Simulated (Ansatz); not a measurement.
# Optical response of BaTiO3

Aim: the dielectric function of BaTiO3, and the optical constants that follow from it.

Program: Ansatz 0.2.0. Level of theory: DFT, PBE, plane-wave PAW, default files, scalar-relativistic, independent-particle optical response without local fields. Results are calculated unless marked as measured.

**1. Starting point**

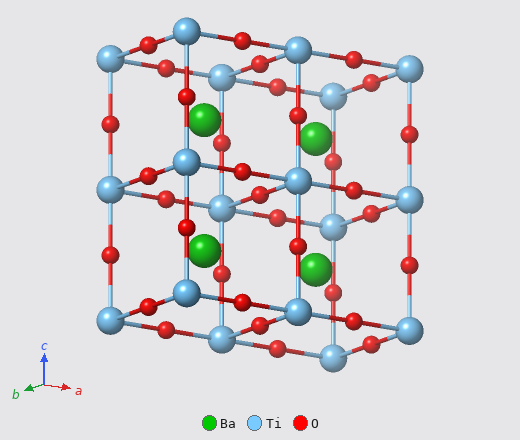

The starting structure, seen from a free direction (barium green, titanium blue, oxygen red). 2×1×2 cells are drawn. Some periodic images of atoms are drawn too.

**2. Ground state and bands**

The self-consistent density comes first; it also tells whether there is a gap, which decides the occupations and the need for a Drude term.

This step: DFT, PBE, plane-wave PAW, default files, scalar-relativistic, ground state (Ansatz 0.2.0).

The input, input.yaml:

```yaml
crystal:
  lattice:
    - [4.006, 0.0, 0.0]
    - [0.0, 4.006, 0.0]
    - [0.0, 0.0, 4.006]
  atoms:
    - { symbol: Ba, position: [0.5, 0.5, 0.5] }
    - { symbol: Ti, position: [0.0, 0.0, 0.0] }
    - { symbol: O, position: [0.0, 0.0, 0.5] }
    - { symbol: O, position: [0.0, 0.5, 0.0] }
    - { symbol: O, position: [0.5, 0.0, 0.0] }
kpoints:
  mp_grid: { grid: [6, 6, 6] }
  band_path:
    path:
      - [[0.0, 0.0, 0.0], [0.0, 0.5, 0.0], [0.5, 0.5, 0.0], [0.0, 0.0, 0.0], [0.5, 0.5, 0.5], [0.0, 0.5, 0.0]]
      - [[0.5, 0.5, 0.0], [0.5, 0.5, 0.5]]
    npoints: 10
scf:
  occupations: { method: fermi_dirac, width: 0.05 }
  n_extra_bands: 9
hamiltonian:
  xc: pbe
  pseudopotentials: { kind: paw }
output:
  forces: true
  stress: true
  populations: true
  write_bands: true
  write_density: true
  write_potential: true
  elf: true
  volumetric_format: npy
```

On the command line:

```bash
ansatz run input.yaml --threads 4 --pin off --max-ram 8192MiB --backend cpu --events-out ev --progress --plain --runs-dir out
```

Numbers of over 12 decimals in the logs are rounded to 6 here.

The log of the run:

```text
scf.n_extra_bands = 9 over 20 filled bands (N_el = 40.0): the run solves 29 bands
Engine: ansatz 0.2.0, x86_64-unknown-linux-gnu
Pseudopotentials: kind: paw
Pseudopotential: Ba, paw, valence charge 10, recommended cutoff 420 eV (normal), Ba.paw.azcp
Pseudopotential: Ti, paw, valence charge 12, recommended cutoff 420 eV (normal), Ti.paw.azcp
Pseudopotential: O, paw, valence charge 6, recommended cutoff 420 eV (normal), O.paw.azcp
Functional definition: PBE
  parameter kappa = 0.804
  parameter beta = 0.066725
  exchange = pbe_x(kappa = kappa, mu = beta*pi^2/3)
  correlation = pbe_c(beta = beta)
Crystal: 5 atoms, lattice volume = 64.288 Å³
Basis set: ecut = 420 eV, 1237 PW (Γ), exchange–correlation on 54×54×54 points (8 copies of the dense FFT grid, shifted against one another)
Bands: 29, of which v1, the nominal top of the filled ones, is band 20 counted from 1 (19 counted from 0)
Symmetry: 48 space group operations
Space group: Pm-3m (ITA 221), of the structure as read, at distance tolerance 4.0e-5 Å
k-points: 20 of 216
Non-local potential: Ba, projectors of the file, l = 0: 3, l = 1: 2, l = 2: 2, l = 3: 2
Non-local potential: Ti, projectors of the file, l = 0: 3, l = 1: 2, l = 2: 3, l = 3: 1
Non-local potential: O, projectors of the file, l = 0: 2, l = 1: 2, l = 2: 1
PAW form: soft (Blöchl's): semilocal exchange-correlation on the pseudo side does not see the compensation charge
PAW one-centre angular grid: Ba, 194 points (default); XC on 64 Gauss nodes
PAW one-centre angular grid: Ti, 590 points (default); XC on 64 Gauss nodes
PAW one-centre angular grid: O, 110 points (default); XC on 64 Gauss nodes
Initial density: superposition of atomic densities (neutral atoms: chi_scale 0, normalization atom), corrected by the library's trained network
Initial wavefunctions: pseudopotential atomic-orbital guess
Functional: x = pbe(κ = 0.804, μ = 0.219515), c = pbe(β = 0.066725)
SCF iter   1: F=—  HF=-10159.561596 eV  |F-HF|=—  |Δ(HF+E_count)|=         —  Δρ=1.56e-3  dr2=7.92e-4  ethr=1.77e-3  ⟨swp⟩=6.7  Hψ=3004  notcnv=0  defer=5
preconditioner: auto → Resta (q_TF=auto, 2.521 Å⁻¹)  ε∞=4.7  [insulator: Δε(μ)=1.792 eV  Ē_g=13.561 eV  σ=0.050 eV  W_gap=1.00  n_scr=18 (ndim 8)  ℏωp=26.2 eV  f_vac=0.000  D(μ)=0.00/eV (n_scr^D=0)  ε∞_Penn≈4.7]
SCF iter   2: F=—  HF=-10159.561946 eV  |F-HF|=—  |Δ(HF+E_count)|=   3.50e-4  Δρ=7.80e-4  dr2=2.18e-4  ethr=1.98e-6  ⟨swp⟩=2.0  Hψ=1070  notcnv=0  defer=24
SCF iter   3: F=—  HF=-10159.562079 eV  |F-HF|=—  |Δ(HF+E_count)|=   1.34e-4  Δρ=1.97e-4  dr2=2.36e-5  ethr=5.44e-7  ⟨swp⟩=2.8  Hψ=834  notcnv=0  defer=24
SCF iter   4: F=—  HF=-10159.562850 eV  |F-HF|=—  |Δ(HF+E_count)|=   7.71e-4  Δρ=6.79e-5  dr2=3.29e-6  ethr=5.91e-8  ⟨swp⟩=2.1  Hψ=891  notcnv=0  defer=24
SCF iter   5: F=—  HF=-10159.562850 eV  |F-HF|=—  |Δ(HF+E_count)|=   5.98e-7  Δρ=1.74e-5  dr2=2.07e-7  ethr=8.23e-9  ⟨swp⟩=2.0  Hψ=820  notcnv=0  defer=24
SCF iter   6: F=-10159.562850 eV  HF=-10159.562850 eV  |F-HF|=3.06e-9  |Δ(HF+E_count)|=   1.03e-8  Δρ=4.03e-6  dr2=8.06e-9  ethr=2.50e-10  ⟨swp⟩=13.9  Hψ=4426  notcnv=0
SCF 1 converged in 6 iterations: F = -10159.562850 eV  dr2 = 8.06e-9
  greatest PAW one-centre occupation: 0.999 electrons in one spin orbital (limit 2), on the Ti atom at site 1 (counted from 0), in its partial waves of l = 0
NSCF: frozen V_eff on 62 k-points
SCF converged after 6 iterations
Free energy (F): -10159.562850 eV
Harris-Foulkes:  -10159.562850 eV  (|F-HF|=3.06e-9)
Internal energy: -10159.562850 eV  (E = F + TS)
E sigma→0 (E₀):  -10159.562850 eV
Fermi energy:    11.182543 eV
--- Per-component energies (eV) ---
  E_band       = -141.683057
  E_kinetic    = 969.608511
  E_local      = -2096.798970  (includes V_loc(G=0)·N_el)
  E_nonlocal   = 203.395219
  E_hartree    = 818.450168
  E_xc         = -491.443236
  E_vxc        = -546.109131  (∫ρ·V_xc dr)
  E_paw        = -6744.375672  (= ΣΔE_a)
  E_vpaw       = -308.690332  (= ΣTr[D̂ρ^β])
  E_aug_tail   = 0.007333  (compensation charges beyond the density's cutoff)
  E_ewald      = -2818.406203
  E_smearing   = -0.000000  (= −TS)
  E_closure    = -0.000000  (closes the sum)
  Σ components = -10159.562850   (vs F -10159.562850, Δ=0.00e0)
--- Forces (eV/Å), atoms counted from 1 ---
  atom   1  Ba     0.00000000     0.00000000     0.00000000
  atom   2  Ti    -0.00000000     0.00000000    -0.00000000
  atom   3  O      0.00000000    -0.00000000    -0.00000000
  atom   4  O      0.00000000    -0.00000000     0.00000000
  atom   5  O      0.00000000    -0.00000000     0.00000000
  max |Σ_I F_I| component: 2.28e-29 eV/Å
--- Stress (GPa, compression-positive) ---
        1.654238       0.000000       0.000000
        0.000000       1.654238      -0.000000
        0.000000       0.000000       1.654238
  P = ⅓ Tr σ = 1.6542 GPa (16.542 kbar)
--- Band table (eV; the first three rows and the last of 20) ---
  k-point 0: bands = [... 16 lower, 9.1620, 10.1580, 10.1580, 10.1580, 12.0710, 12.0710, 12.0710, 14.2174, ... 5 higher]
  k-point 1: bands = [... 16 lower, 8.9494, 9.5364, 9.9751, 9.9751, 12.1019, 12.5807, 12.5807, 14.2187, ... 5 higher]
  k-point 2: bands = [... 16 lower, 8.5799, 8.6981, 9.7072, 9.7072, 12.1653, 13.4099, 13.4099, 14.2211, ... 5 higher]
  k-point 19: bands = [... 16 lower, 7.9289, 10.2664, 10.2664, 10.2664, 14.4588, 14.4588, 14.4588, 17.0936, ... 5 higher]
--- Löwdin populations: 5 sites ---
  site symbol       q [e]
     0     Ba      8.2274
     1     Ti     10.7796
     2      O      6.8787
     3      O      6.8787
     4      O      6.8787
  spilling = 0.008920 (of n_electrons = 40.000000)
```

Elapsed: 7.3 s, on 4 threads of Intel Xeon Platinum 8259CL at 2.50GHz (Skylake/Cascade Lake), shared host; peak memory 0.48 GiB.

In the SCF lines HF is the Harris–Foulkes energy and dr2 the Hartree energy of the density residual, in eV; the loop may stop once dr2 is under the threshold and the program's other checks hold. Hψ counts applications of the Hamiltonian.

Read-outs, printed or worked out from the files:

| Quantity | Value |
| --- | --- |
| free energy | -10159.5628 eV |
| Fermi energy | 11.18 eV |
| gap by band count | 1.805 eV |
| electrons | 40 |
| symmetry operations | 48 |
| pressure | 1.654 GPa |
| volume | 64.29 Å³ |
| gap on the path | 1.805 eV |
| least direct gap on the path | 1.913 eV |

There is a gap, 1.80 eV on the path, so no carriers' term is needed. The cell is left with a pressure of 1.7 GPa, as it stands unrelaxed at this level.

Electronic bands along the path, in eV, zero at the Fermi level; v1 is the highest filled band, c1 the lowest empty one:

```tsv
point	v4	v3	v2	v1	c1	c2	c3	c4
Γ	-2.02	-1.02	-1.02	-1.02	0.89	0.89	0.89	3.04
X	-2.72	-2.72	-1.59	-1.59	1.01	2.60	2.60	3.04
M	-2.61	-1.75	-1.75	-0.96	2.62	2.62	3.04	3.88
Γ	-2.02	-1.02	-1.02	-1.02	0.89	0.89	0.89	3.04
R	-3.25	-0.92	-0.92	-0.92	3.28	3.28	3.28	5.91
X	-2.72	-2.72	-1.59	-1.59	1.01	2.60	2.60	3.04
jump to M	-2.61	-1.75	-1.75	-0.96	2.62	2.62	3.04	3.88
R	-3.25	-0.92	-0.92	-0.92	3.28	3.28	3.28	5.91
```

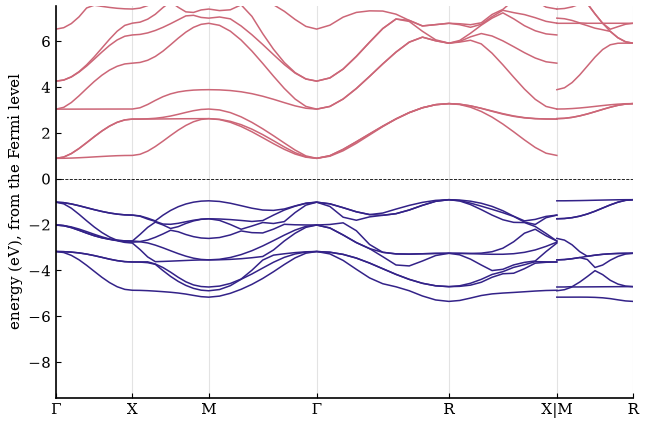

Electronic bands along the path; lines of filled and empty bands in two colours.

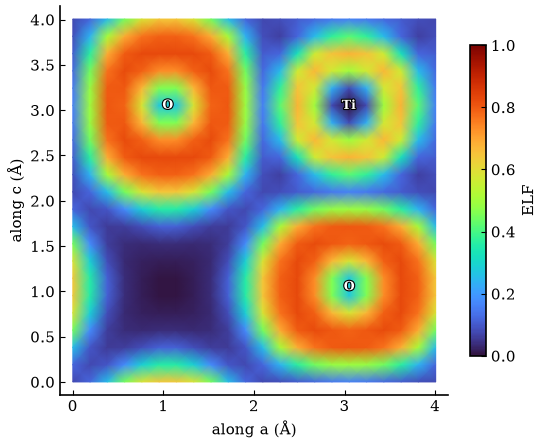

ELF in the ac plane at fractional y = 0.000, with atoms of Ti and O within 0.2 Å of it. It is the smooth field of the valence electrons, not physical close to the nuclei. The map starts off the cell's origin, so that atoms lie inside it.

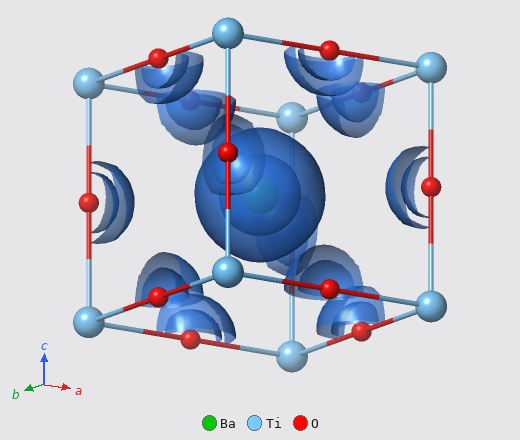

Surface of ELF = 0.8.

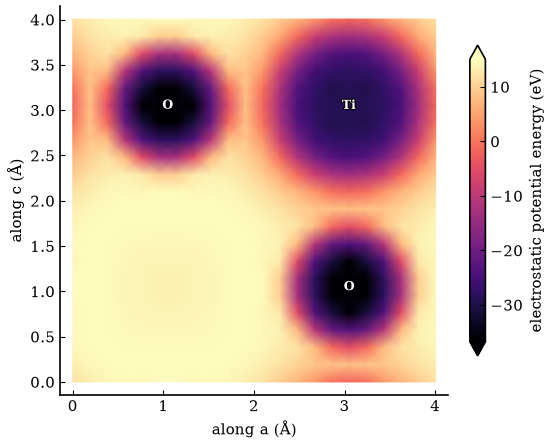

Electrostatic potential energy in the ac plane at fractional y = 0.000, with atoms of Ti and O within 0.2 Å of it. With pseudopotentials it is smooth inside the atoms' cores, unlike the true potential. The map starts off the cell's origin, so that atoms lie inside it.

**3. Spectrum**

The spectrum is a sum over vertical transitions between filled and empty bands at the fixed density, so many empty bands are needed.

This step: DFT, PBE, plane-wave PAW, default files, scalar-relativistic, independent-particle optical response without local fields (Ansatz 0.2.0).

input.yaml, the sections that differ from step 2:

```yaml
kpoints:
  mp_grid: { grid: [6, 6, 6] }
scf:
  occupations: { method: fixed }
output:
  optics:
    e_range: [0, 20]
    de: 0.05
    sigma: 0.1
    nscf_kmesh: { grid: [6, 6, 6] }
    bands: { spectra_wanted_up_to: 20 }
# crystal, hamiltonian: as in step 2
```

The log of the run:

```text
[...]
Crystal: 5 atoms, lattice volume = 64.288 Å³
Basis set: ecut = 420 eV, 1237 PW (Γ)
Bands: 25, of which v1, the nominal top of the filled ones, is band 20 counted from 1 (19 counted from 0)
Symmetry: 48 space group operations
[...]
k-points: 20 of 216
[...]
SCF iter   1: F=—  HF=-10159.561821 eV  |F-HF|=—  |Δ(HF+E_count)|=         —  Δρ=1.53e-3  dr2=7.41e-4  ethr=1.77e-3  ⟨swp⟩=4.3  Hψ=2109  notcnv=0  defer=41
[...]
SCF iter   9: F=-10159.562211 eV  HF=-10159.562211 eV  |F-HF|=0.00e0  |Δ(HF+E_count)|=  4.55e-11  Δρ=3.90e-8  dr2=1.75e-12  ethr=1.00e-12  ⟨swp⟩=9.1  Hψ=2098  notcnv=0
SCF 1 converged in 9 iterations: F = -10159.562211 eV  dr2 = 1.75e-12
[...]
NSCF: frozen V_eff on 20 k-points
output.optics: what the bands over the 56 summed would add to eps1, eps2 and the energy-loss function is held between a lower and an upper bound (7 Lanczos steps). eps1, eps2 and their loss function (loss_summed_bands) are given on every row as the summed bands alone make them. Along an axis, on a row where the two bounds hold the loss function to about 1 % of the greater of itself and 0.5 % of |1/eps|, its cell (loss_completed) is given, with the completed eps1 and eps2 that it is formed of (a cell that is left empty reads nan in the table and null in the record). The two bounds hold it so along every axis on all 401 rows up to 20.000 eV. [rest of the remark cut]
SCF converged after 9 iterations
Free energy (F): -10159.562211 eV
[...]
Internal energy: -10159.562211 eV  (E = F + TS)
E sigma→0 (E₀):  -10159.562211 eV
Fermi energy:    10.266221 eV
[...]
--- Band table (eV; the first three rows and the last of 20) ---
  k-point 0: bands = [... 16 lower, 9.1619, 10.1580, 10.1580, 10.1580, 12.0713, 12.0713, 12.0713, 14.2164, ... 1 higher]
  k-point 1: bands = [... 16 lower, 8.9493, 9.5363, 9.9751, 9.9751, 12.1021, 12.5810, 12.5810, 14.2177, ... 1 higher]
  k-point 2: bands = [... 16 lower, 8.5798, 8.6979, 9.7072, 9.7072, 12.1656, 13.4101, 13.4101, 14.2200, ... 1 higher]
  k-point 19: bands = [... 16 lower, 7.9289, 10.2662, 10.2662, 10.2662, 14.4591, 14.4591, 14.4591, 17.0935, ... 1 higher]
```

Wall time 14 s (4 threads); peak memory 0.87 GiB.

Read-outs, printed or worked out from the files:

```
electronic dielectric constant ε∞, mean over x, y and z (by symmetry where fewer were run)                                                          : 6.836
absorption onset, first axis (α over 10⁴ cm⁻¹, or the direct gap if that lies higher)                                                               : 1.933 eV
main peak of Im epsilon, first axis                                                                                                                 : 4.251 eV
centre of weight of the strongest loss peak in the window                                                                                           : 13.36 eV
photocurrent from vertical transitions in a film 500 nm thick on a perfect mirror (two passes), AM1.5G, no front reflection, all carriers collected : 15.83 mA/cm²
least direct gap on the mesh                                                                                                                        : 1.913 eV
bands summed                                                                                                                                        : 56
spectra valid up to                                                                                                                                 : 26.98 eV
program's estimate of the k-sum error in Im epsilon                                                                                                 : 0.12 %
electrons in the f-sum                                                                                                                              : 26.48
```

Table of Im ε, any direction by photon energy; read off at these points:

```tsv
photon energy (eV)	Im ε, any direction
1.0	0
2.0	0.578
3.0	4.12
4.0	9.59
4.2	9.67
5.0	3.56
6.0	2.52
7.0	4.64
8.0	3.83
8.8	5.41
9.0	4.80
10.0	4.71
11.0	3.58
12.0	2.68
13.0	1.17
14.0	0.768
15.0	0.446
16.0	1.16
17.0	2.10
18.0	4.14
19.0	5.05
20.0	2.22
```

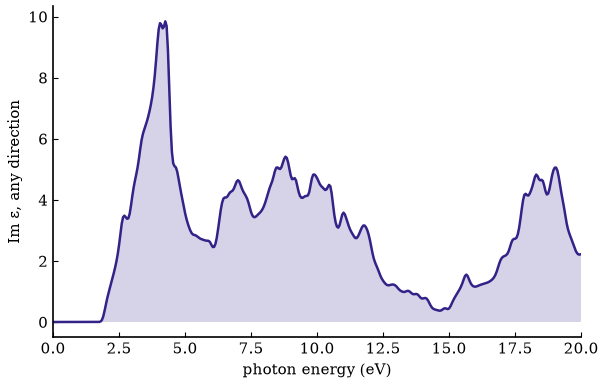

Im ε, any direction against photon energy.

The Re ε, any direction by photon energy:

```tsv
photon energy (eV)	Re ε, any direction
0	6.84
1	7.15
2	9.13
3	9.54
4	6.23
5	1.48
6	3.48
7	3.16
8	3.40
9	1.29
10	0.728
11	0.00431
12	-0.984
13	0.0268
14	0.665
15	1.86
16	2.02
17	2.89
18	2.35
19	0.0178
20	-0.970
```

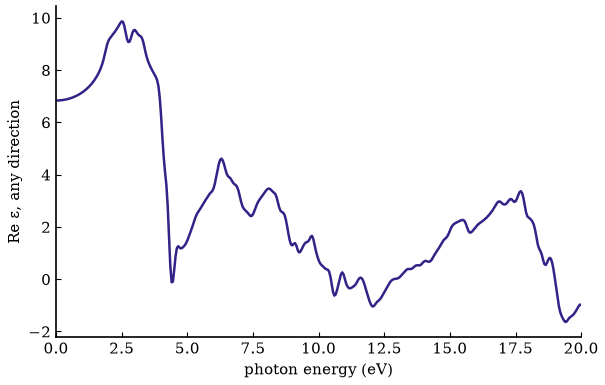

Re ε, any direction against photon energy.

The reflectivity at normal incidence, any direction has structure finer than the step of the table below, so its rows give means over 1 eV, whole bins alone (the curve runs from 0 to 20 eV). Peaks (eV: height): 4.3: 39.1, 7.0: 22.5, 10.6: 31.4, 12.1: 34.4, 19.4: 39.5.

Table of reflectivity at normal incidence, any direction by photon energy; means over each step:

```tsv
photon energy (eV)	reflectivity at normal incidence, any direction (%)
1	20.9
2	24.9
3	28.7
4	34.4
5	20.5
6	16.3
7	21.1
8	20.1
9	24.8
10	25.7
11	26.8
12	29.6
13	16.4
14	5.16
15	3.39
16	6.88
17	11.5
18	21.0
19	31.8
```

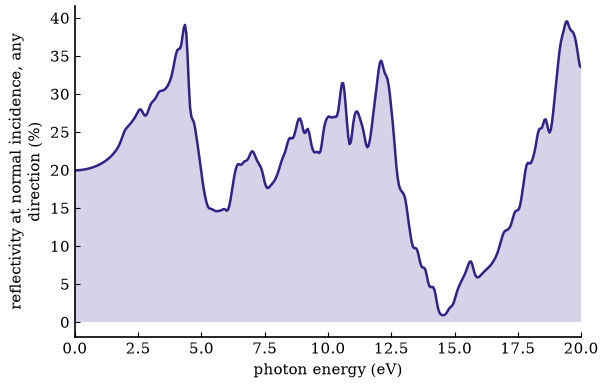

Reflectivity at normal incidence, any direction against photon energy.

The loss function −Im 1/ε at q → 0, any direction has structure finer than the step of the table below, so its rows give means over 2 eV, whole bins alone (the curve runs from 0 to 20 eV). Peaks (eV: height): 5.0: 0.241, 13.2: 0.957, 15.8: 0.272.

Table of loss function −Im 1/ε at q → 0, any direction by energy loss; means over each step:

```tsv
energy loss (eV)	loss function −Im 1/ε at q → 0, any direction
2	0.0127
4	0.106
6	0.156
8	0.162
10	0.231
12	0.477
14	0.636
16	0.184
18	0.183
```

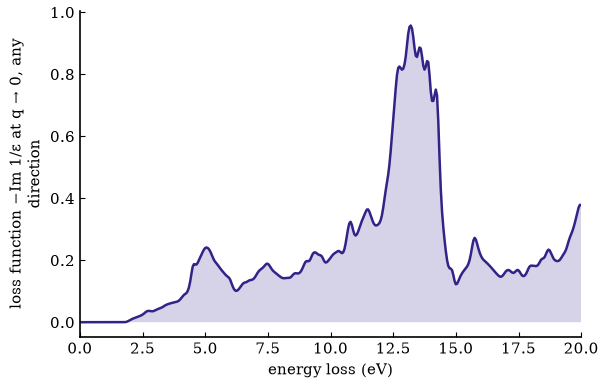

Loss function −Im 1/ε at q → 0, any direction against energy loss.

Table of refractive index n and extinction k by photon energy:

```tsv
photon energy (eV)	n	k
0	2.61	0
2	3.02	0.0955
4	2.97	1.61
6	1.97	0.639
8	2.06	0.927
10	1.66	1.42
12	0.967	1.39
14	0.917	0.419
16	1.47	0.393
18	1.89	1.10
20	0.852	1.30
```

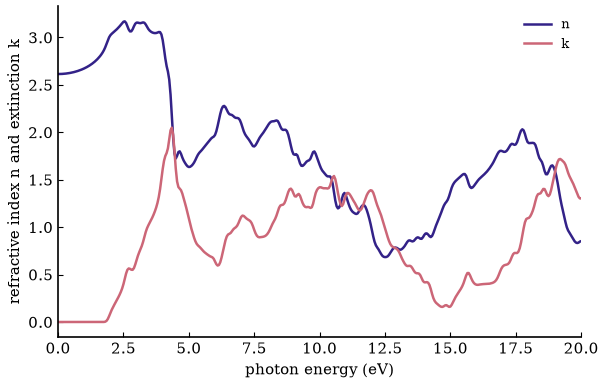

Refractive index n and extinction k, plotted against photon energy.

At chosen wavelengths:

```tsv
wavelength (nm)	n	k	R (%)	1/α
1550	2.65	0.000	20.5	over 1 mm
1064	2.70	0.000	21.1	over 1 mm
450	3.06	0.559	27.2	64 nm
405	3.16	0.705	29.0	46 nm
308	2.92	1.657	35.6	15 nm
248	1.63	1.091	19.6	18 nm
193	2.25	0.881	20.7	17 nm
```

Rows near the edge hang on the gap, which this functional as a rule makes too small, and phonon-assisted absorption is left out.

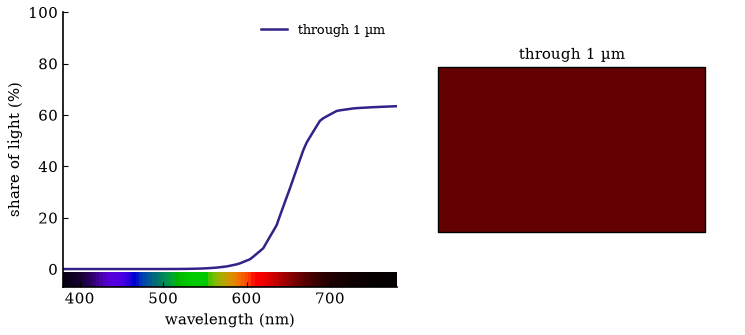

Light through 1 µm across the visible range, with the colour that it makes of daylight (sRGB).

A film 1 µm thick would pass 2 % of daylight and look red, dark in transmission (x = 0.683, y = 0.317). A larger true gap would move the edge to shorter wavelengths and change the colour.

The f-sum over the summed bands holds 26.5 of the cell's 40 electrons outside the frozen cores, 16 of which lie in bands more than 12 eV below the Fermi level, whose transitions come at higher energies. Up to 20 eV the strength has a mean oscillator energy of 8.1 eV, well above the main peak, so higher transitions carry much of it.

[end of part 1 of 2]

[Logs are printed without paths, hosts, clocks, repeated set-up lines and the standing remarks that a program may print on its own settings, such as how far it seeks lower states.]

[Hosts, paths, dates, database ids (printed as entryN), source tags and the programs' standing remarks are cut or masked in the printed files.]
